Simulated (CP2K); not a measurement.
Consider ammonium at its PBE geometry (Å).

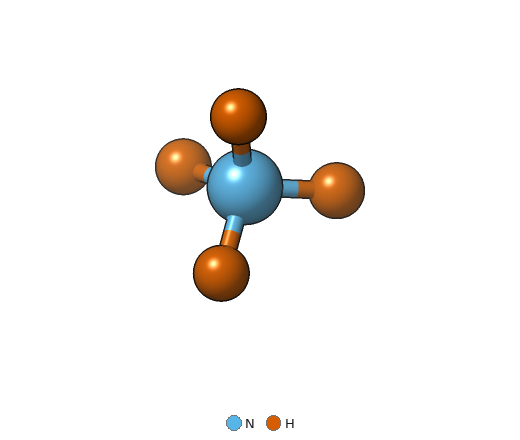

The molecule (nitrogen blue, hydrogen orange).

```xyz
5

N     0.0001   -0.0002   -0.0001
H    -0.6727   -0.2760   -0.7312
H     0.0926    1.0268    0.0117
H    -0.3381   -0.3249    0.9184
H     0.9180   -0.4257   -0.1988
```

Method: CP2K XAS_TDP, all-electron GAPW, PBEh(45%), aug-cc-pVTZ, TDA, GW2X-corrected core level, no relativity.

**Question.** Predict the bright core excitations at the N K edge.

Leading lines: N1 407.32 eV. The leading line of an atom is its first one with 35 % of the strongest within 2.5 eV of its lowest line over the strength cut. Core ionisation energies at this level: N1 415.77 eV.

The first six lines of each atom with a strength over 0.0015:

| atom | energy (eV) | states | strength, one atom | above the computed threshold |
| --- | --- | --- | --- | --- |
| N1 (bonded to 4 H) | 407.32 | 3 | 0.1328 |  |
|  | 410.22 | 3 | 0.0028 |  |
|  | 412.96 | 3 | 0.0208 |  |
|  | 416.43 | 3 | 0.0035 | yes |
|  | 416.96 | 3 | 0.0421 | yes |
|  | 422.75 | 1 | 0.0055 | yes |

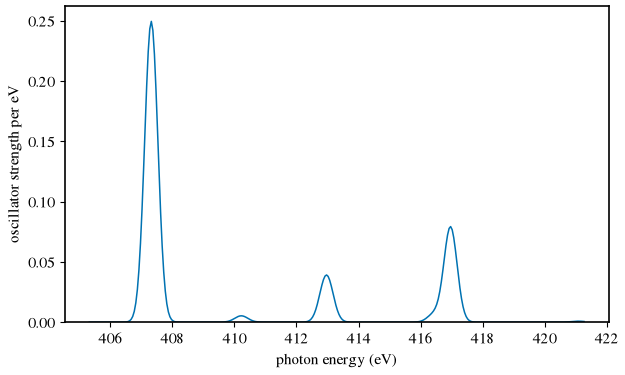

All atoms added, broadened by 0.5 eV.

Lines are vertical, at one geometry, with no vibrational structure. GW2X ionisation energies and lines can be off by 1 to 2 eV either way, and a good line position may hide errors that cancel. These values hold no scalar relativity, about 0.2 eV for N 1s. Rydberg lines, and the discretised continuum above threshold, depend on the basis and the box. The ion (charge +1) is isolated, with no counter-ion or solvent.

[Banner, clock and machine lines of the logs are left out without a mark of their own.]

[Logs are printed without paths, hosts, clocks, repeated set-up lines and the standing remarks that a program may print on its own settings, such as how far it seeks lower states.]

[Hosts, paths, dates, database ids (printed as entryN), source tags and the programs' standing remarks are cut or masked in the printed files.]
